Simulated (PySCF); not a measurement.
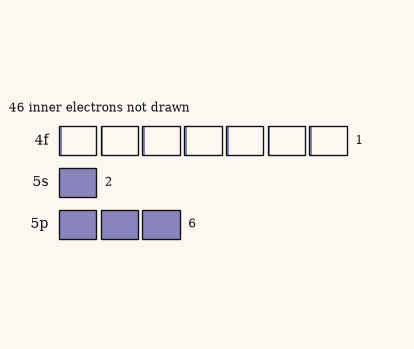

Figure 1. The outer shells of the nominal configuration: a box for each of the 2l + 1 orbitals, shaded by the share of the shell that is filled, with the electron count at the right.

## La²⁺: atomic calculation

- system: La²⁺, configuration 1s2 2s2 2p6 3s2 3p6 3d10 4s2 4p6 4d10 4f1 5s2 5p6, multiplicity 2.
- method: unrestricted HF, def2-QZVPPD with ECP46, scalar-relativistic core potential (PySCF)

Input:
```python
from pyscf import gto, scf, dft, mp, cc
mol = gto.M(atom="La 0 0 0", charge=2, spin=1, symmetry="D2h",
            basis="def2-QZVPPD",
            ecp="def2-QZVPPD")
mf = scf.UHF(mol)
mf.irrep_nelec = {'Ag': (1, 1), 'B1u': (1, 1), 'B2u': (2, 1), 'B3u': (1, 1)}
mf.kernel()
```

The script is an equivalent of what the driver set up; the driver started from orbitals of its own, so the log can be shorter than this script's would be, and it computed the properties (radii, ⟨L²⟩, response) afterwards. It held the occupations shell by shell, which the script's counts by irreducible representation don't always enforce.

Output (extracts):
```
damping factor = 0
level_shift factor = 0
DIIS = <class 'pyscf.scf.diis.CDIIS'>
diis_start_cycle = 1
diis_space = 10
diis_damp = 0
SCF conv_tol = 1e-09
SCF conv_tol_grad = None
number electrons alpha = 5  beta = 4
cycle= 1 E= -30.1416822193941  delta_E= -0.000366  |g|= 0.00305  |ddm|= 0.0158
cycle= 2 E= -30.1416888133692  delta_E= -6.59e-06  |g|= 0.000814  |ddm|= 0.0028
cycle= 3 E= -30.1416894248483  delta_E= -6.11e-07  |g|= 0.000156  |ddm|= 0.00124
cycle= 4 E= -30.1416894518039  delta_E= -2.7e-08  |g|= 1.6e-05  |ddm|= 0.000342
cycle= 5 E= -30.1416894521148  delta_E= -3.11e-10  |g|= 1.73e-06  |ddm|= 4.08e-05
converged SCF energy = -30.1416894521148  <S^2> = 0.75013708  2S+1 = 2.0001371
```

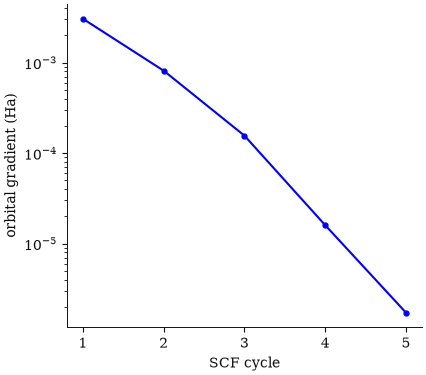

Figure 2. Convergence: orbital gradient against the SCF cycle. The residual falls at every step. It goes from 0.0031 to 1.7×10⁻⁶ in 5 steps.

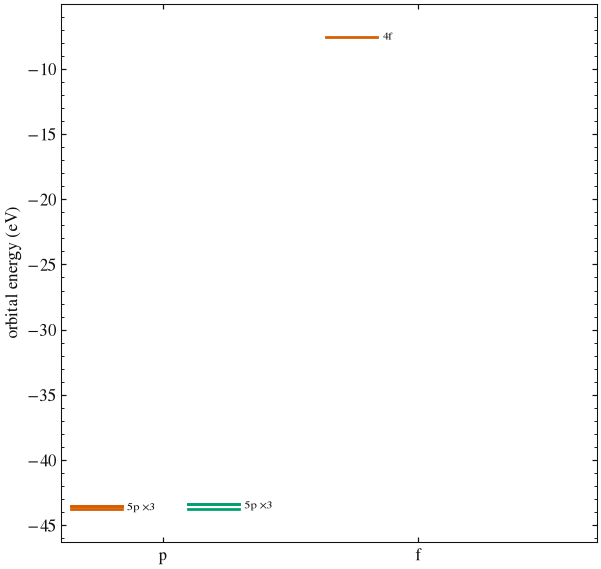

Figure 3. Orbital energies of the mean field, from the top down to −43.8 eV, by angular momentum, α spin at the left of each column and β at the right; ×n counts the orbitals under one label. Empty levels that the record names by l alone aren't drawn. The highest filled orbital is 4f α at −7.54 eV, the lowest empty one d α at −11.9 eV.

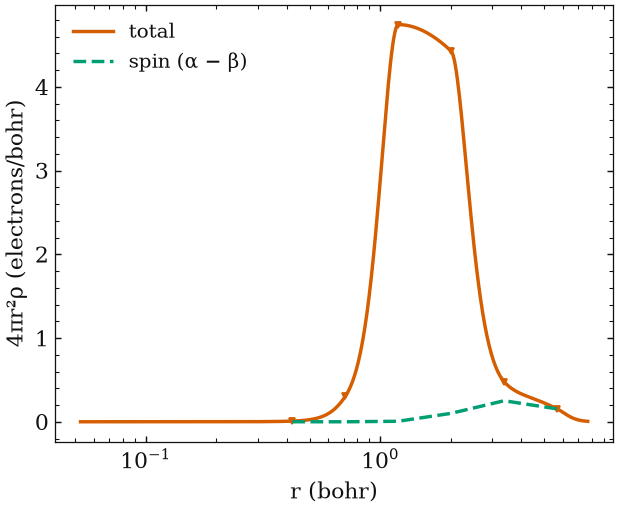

Figure 4. Spherically averaged radial density 4πr²ρ of the mean field (valence electrons alone, under a core potential) and its spin part; markers are the stored points, which are sparse, and the line is a monotone interpolation between them. The largest stored value is 4.74 electrons/bohr at r = 1.2 bohr. Root-mean-square radii of the shells: 5s 1.67, 5p 1.90, 4f 4.35 bohr.

Key numbers:

- outcome: converged
- total energy (valence electrons, under a core potential): −30.141689 hartree
- ⟨S²⟩: 0.750
- ⟨L²⟩: 12.00
- SCF iterations: 5
- hardware: 1 CPU thread, shared host
- CPU time: 0.81 s (integrals apart)

Remarks:

The driver held the occupations shell by shell, and empty d and s levels lie below the filled 4f. This is not the ground configuration of the species.
